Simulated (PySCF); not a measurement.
**BNH3 (SMILES B[NH]) at UB2PLYP/STO-6G**

What is the energy change on altering one bond length of BNH3 at UB2PLYP/STO-6G? Input form: a Python script.

The results are computed with PySCF 2.14.0.

9 further runs of the same task are left out: 9 set aside as unsound or not needed.

### 1 Starting point

The species is BNH3 (5 atoms), meant as a doublet with charge 0. SMILES: `B[NH]`. The shape is that of a PBE0-D4/def2-TZVP optimisation.

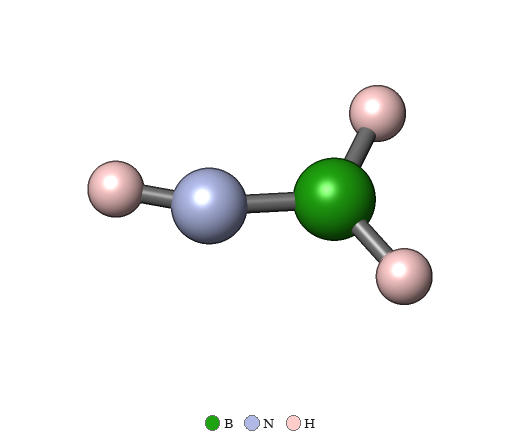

Viewed from a chosen angle; boron green, nitrogen light blue, hydrogen pink.

### 2 The energy at UB2PLYP/STO-6G

File calc.py:

```python
from pyscf import gto, dft, mp

mol = gto.Mole()
mol.atom = '''
B       -0.310800      -0.370100      -0.091600
N        0.531200       0.655200      -0.019800
H       -0.414800      -1.107400       0.862500
H       -0.964100      -0.573100      -1.081900
H        1.208400       1.321700       0.289300
'''
mol.spin = 1
mol.verbose = 3
mol.basis = 'sto-6g'
mol.max_memory = 1860
mol.build()

mf = dft.UKS(mol)
mf.xc = '0.53*HF + 0.47*B88, 0.73*LYP'
mf.conv_tol = 1e-10
mf.grids.level = 5
mf.kernel()
if not mf.converged:
    mf = mf.newton().run(mf.mo_coeff, mf.mo_occ)

pt = mp.MP2(mf, frozen=2).run()
e_final = mf.e_tot + 0.27 * pt.e_corr
print('PT2 part  %.8f' % (0.27 * pt.e_corr))
print('E(%s) = %.9f' % ('B2PLYP', e_final))
```

Run with:

```bash
OMP_NUM_THREADS=1 python calc.py
```

The program printed:

```text
WARN: HOMO -0.184500404653671 >= LUMO -0.184500404653672

converged SCF energy = -80.9296764079374  <S^2> = 0.7644131  2S+1 = 2.0143615
E(UMP2) = -81.0350644600954  E_corr = -0.105388052157962
E(SCS-UMP2) = -81.0419612722951  E_corr = -0.112284864357603
PT2 part  -0.02845477
E(B2PLYP) = -80.958131182
```

Wall time 3.3 s (1 thread of AMD EPYC 9R14 (Zen 4), shared host); peak memory 0.18 GiB.

### 3 The distorted shape at the same level

File job.py:

```python
from pyscf import gto, dft, mp

mol = gto.M(
    atom='''
B       -0.258799      -0.001446      -0.568656
N        0.583201       1.023854      -0.496856
H       -0.414800      -1.107400       0.862500
H       -0.912099      -0.204446      -1.558956
H        1.260401       1.690354      -0.187756
''',
    max_memory=1860,
    spin=1,
    verbose=3,
    basis='sto-6g',
)

mf = dft.UKS(mol)
mf.xc = '0.53*HF + 0.47*B88, 0.73*LYP'
mf.conv_tol = 1e-10
mf.grids.level = 5
mf.kernel()
if not mf.converged:
    mf = mf.newton().run(mf.mo_coeff, mf.mo_occ)

pt = mp.MP2(mf, frozen=2).run()
etot = mf.e_tot + 0.27 * pt.e_corr
print('PT2 part  %.8f' % (0.27 * pt.e_corr))
print('Final energy', etot)
```

Run with:

```bash
OMP_NUM_THREADS=1 python job.py
```

The program printed:

```text
converged SCF energy = -80.8331491705487  <S^2> = 0.88362947  2S+1 = 2.1294407
E(UMP2) = -80.9662828585033  E_corr = -0.13313368795464
E(SCS-UMP2) = -80.9712459967991  E_corr = -0.138096826250422
PT2 part  -0.03594610
Final energy -80.86909526629645
```

It took 3.6 s on 1 thread of AMD EPYC 9R14 (Zen 4), shared host; peak memory 0.18 GiB.

### 4 Summary of results

At UB2PLYP/STO-6G, 2 core orbitals frozen:

```
                                                                 quantity         value
                                                first shape: total energy  -80.95813 Eh
                                    first shape: dipole moment (SCF part)        1.85 D
    first shape: HOMO energy (SCF part's orbitals) (highest over α and β)      -7.60 eV
     first shape: LUMO energy (SCF part's orbitals) (lowest over α and β)       2.35 eV
                                                        first shape: ⟨S²⟩         0.764
                                            distorted shape: total energy  -80.86910 Eh
                                distorted shape: dipole moment (SCF part)        1.53 D
distorted shape: HOMO energy (SCF part's orbitals) (highest over α and β)      -7.30 eV
 distorted shape: LUMO energy (SCF part's orbitals) (lowest over α and β)       1.89 eV
                                                    distorted shape: ⟨S²⟩         0.884
        energy change with the B1–H3 bond stretched from 1.210 to 1.815 Å      2.423 eV
```

With the B1–H3 bond stretched from 1.210 to 1.815 Å the energy rises by 2.42 eV (56 kcal/mol). The first shape isn't relaxed at this level, so the change isn't measured from a minimum. The minimal basis adds a large error of its own. ⟨S²⟩ (distorted shape) is 0.88 where a pure doublet has 0.75: the reference is spin-contaminated.
